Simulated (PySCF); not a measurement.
## Electronic structure of C2H5Cl2Si2 (SMILES [SiH2]/C=C(\Cl)[SiH2]Cl) (doublet) in real space

```yaml
atoms:
  - { symbol: Si, position_ang: [2.4764, -0.3993, 0.0248] }
  - { symbol: C, position_ang: [0.7092, -0.3520, -0.3706] }
  - { symbol: C, position_ang: [-0.2688, 0.2692, 0.3514] }
  - { symbol: Cl, position_ang: [0.2204, 1.1051, 1.8035] }
  - { symbol: Si, position_ang: [-2.1000, 0.3563, -0.0012] }
  - { symbol: Cl, position_ang: [-2.4304, -0.6766, -1.7073] }
  - { symbol: H, position_ang: [3.3514, -1.1212, -0.8819] }
  - { symbol: H, position_ang: [3.0988, 0.2199, 1.1760] }
  - { symbol: H, position_ang: [0.3731, -0.8605, -1.2666] }
  - { symbol: H, position_ang: [-2.5412, 1.7345, -0.2167] }
  - { symbol: H, position_ang: [-2.8836, -0.2728, 1.0627] }
```

Geometry: GFN2-xTB.

Theory: UKS B3LYP, pcH-1 on C Cl H Si, non-relativistic, mean-field spin-orbit, GIAO in PySCF.

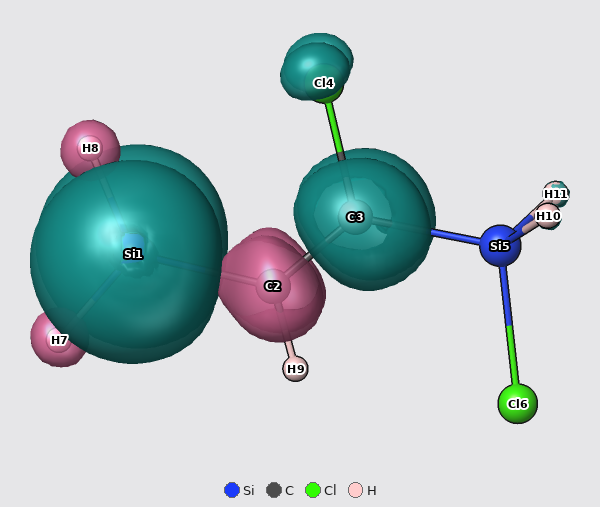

Figure 1. Isosurfaces of the spin density at +0.015 (teal) and −0.015 e/Å³ (pink), seen across its widest extent.

Describe the spin distribution.

The unpaired spin (1 electron) lies mostly on Si1 (about 0.7) and C3 (about 0.2), in electrons by Hirshfeld's partition.

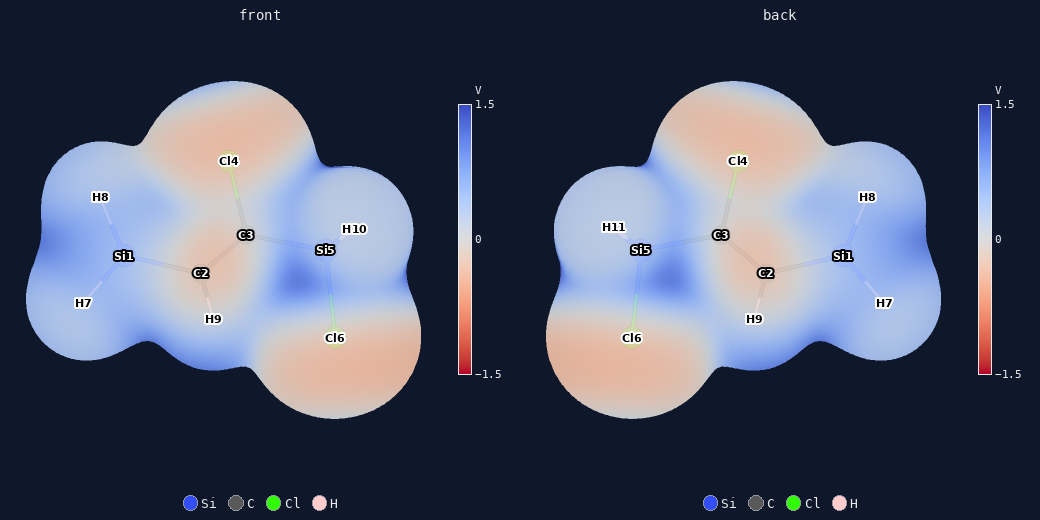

Figure 2. The molecular electrostatic potential painted on the density surface at 0.002 e/bohr³, seen from the front and from behind; the colour scale runs from red (negative) to blue (positive).

Where is the surface potential most negative and most positive?

The most negative region (about −0.4 V) lies over Cl4 and Cl6, the most positive (about +1.4 V) over Si5. Cl4 shows a σ-hole: about +0.5 V at the tip opposite its bond, against about −0.1 V on its flanks.

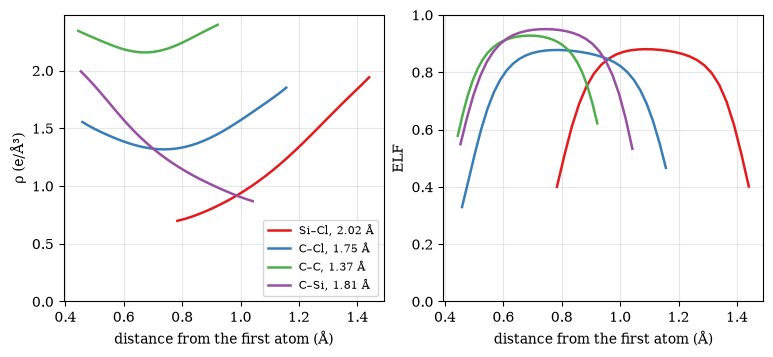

Figure 3. Electron density and electron localisation function along straight lines between neighbouring atoms. The curves leave out the atomic cores.

What can be read from the curves?

Si–Cl (2.02 Å): ρ at the midpoint is about 0.96 e/Å³; the ELF peaks at about 0.90 between the atoms, as expected for a shared but strongly polarised pair.
C–Cl (1.75 Å): the density is about 1.4 e/Å³ at the midpoint; the ELF peaks at about 0.90 between the atoms, as expected for localised, covalent bonding.
C–C (1.37 Å): ρ at the midpoint is about 2.2 e/Å³; the ELF peaks at about 0.95 between the atoms, as expected for a covalent bond.
C–Si (1.81 Å): the density is about 1 e/Å³ at the midpoint; the ELF peaks at about 0.95 between the atoms (localised, covalent bonding).
